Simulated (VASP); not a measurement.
Here is the system:

```xyz
3
Lattice="0.0000 2.6580 2.6580 2.6580 0.0000 2.6580 2.6580 2.6580 0.0000" Properties=species:S:1:pos:R:3 pbc="T T T"
Cd     0.0000     0.0000     0.0000
F      1.3290     1.3290     1.3290
F      3.9869     3.9869     3.9869
```

Computed with LDA (Ceperley-Alder, Perdew-Zunger), VASP's LDA PAW potentials (set 64) (plane waves; VASP 6.6.1). Run with 520 eV cut-off, 8×8×8 Γ-centred mesh, tetrahedra with Blöchl corrections, potentials Cd F.

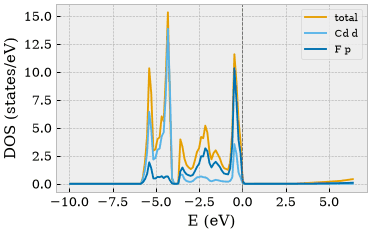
Total and projected density of states, zero at the valence-band maximum

Within 2 eV below the valence-band maximum the largest weight inside VASP's projection spheres is F p, then Cd d.

The gap is indirect, 2.94 eV, from the valence maximum at W to the conduction minimum at Γ.

The structure comes from a computed database's CdF2 entry (Fm-3m); how it stands against other phases isn't given here. It was relaxed first.
